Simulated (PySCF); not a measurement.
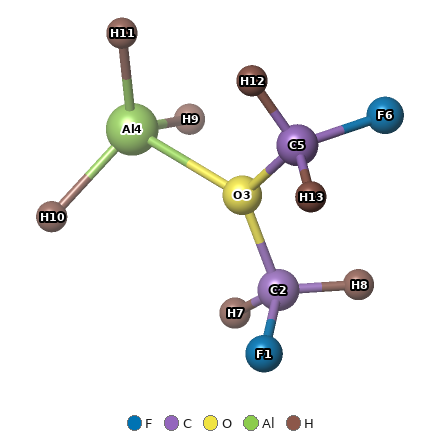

C₂H₇AlF₂O, SMILES FC[O+]([AlH3-])CF, singlet. Vertical core-electron binding energies by ΔSCF (SCAN, pcX-1 on the ionised atom, pcseg-1 elsewhere, spin-free X2C; PySCF 2.14.0, at a PBE0-D3(BJ)/def2-SVP geometry (no frequency check)), gas phase, against the vacuum level. One atom of each kind was ionised; within a panel, areas follow the number of like atoms and 2j + 1 (2p levels are split by first-order spin-orbit coupling, an approximation), each panel is scaled alone, Gaussians of 0.8 eV full width. Only the regions named are shown. Lines closer than the width merge in the curve.

**Predict the Al 2p and O 1s photoelectron lines.**

| level | atoms | binding energy (eV) |
| --- | --- | --- |
| Al 2p1/2 | Al4 | 80.3 |
| Al 2p3/2 | Al4 | 79.8 |
| O 1s | O3 | 541.4 |

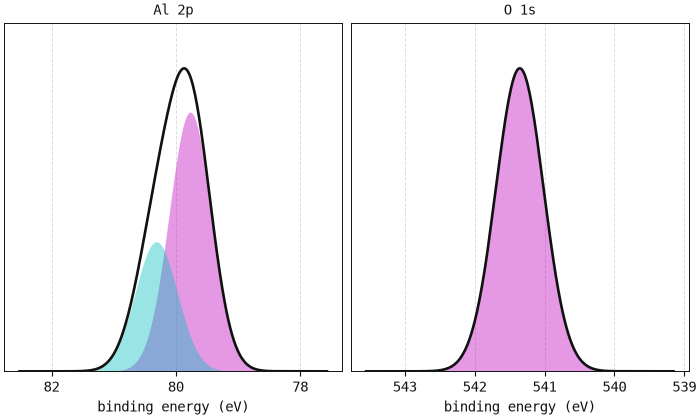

Caveats: one conformer of a flexible molecule.
